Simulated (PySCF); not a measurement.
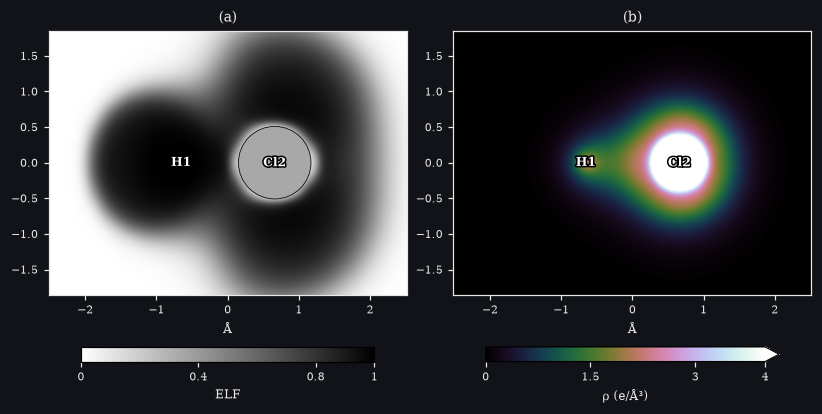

Figure. HCl (charge +1, doublet). (a) electron localisation function; (b) total electron density on a plane that holds the molecular axis. Grey discs cover the atomic cores in the ELF map.

Computed with PySCF, PBE0/def2-TZVP, non-relativistic Hamiltonian with scalar-relativistic core potentials where named, at a bond length of 1.322 Å.

Describe what can be read from this map.

Answer. The plane passes through H and Cl nuclei. Cl–H (1.32 Å): ρ is about 2 e/Å³ halfway; the ELF climbs to about 1 towards the hydrogen, as it does in any bond to H: a covalent bond by its length. The ELF also peaks beside Cl2, away from the bonds: non-bonding electrons, paired or unpaired.
